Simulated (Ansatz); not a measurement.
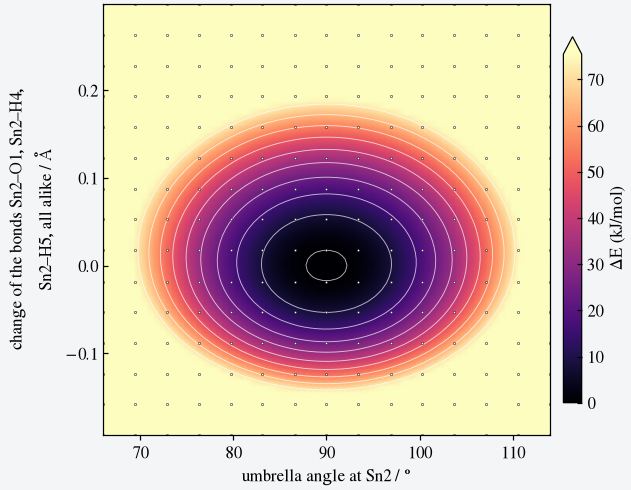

H₃OSn, SMILES [OH][SnH2+], charge +1. First axis: umbrella angle at Sn2 (between each of its bonds and their common axis; 90 is planar). Second axis: change of the bonds Sn2–O1, Sn2–H4, Sn2–H5, all alike. Nothing is relaxed (all other coordinates rigid). The grid has 15 × 15 points; 120 points were computed and 105 follow by symmetry. Points are written as (first, second). Energies: kJ/mol, counted from the lowest grid point. Level of theory: RKS PBE0-D4/def2-TZVP in Ansatz.

Drawn: a smooth colour map with a few white contour lines, dots at the grid points, one colour for all values above the top of the scale. Between grid points the surface is interpolated.

**Estimate the position of the minimum and the force constants in these coordinates.**

The interpolated minimum is at the first coordinate ≈ 90.0°, the second coordinate ≈ 0.000 Å. The curvatures there are about 12 eV/rad² and 60 eV/Å², with a cross term of about 0 eV/(rad·Å). Round the minimum the two coordinates are nearly uncoupled. (1 eV is 96.5 kJ/mol.)
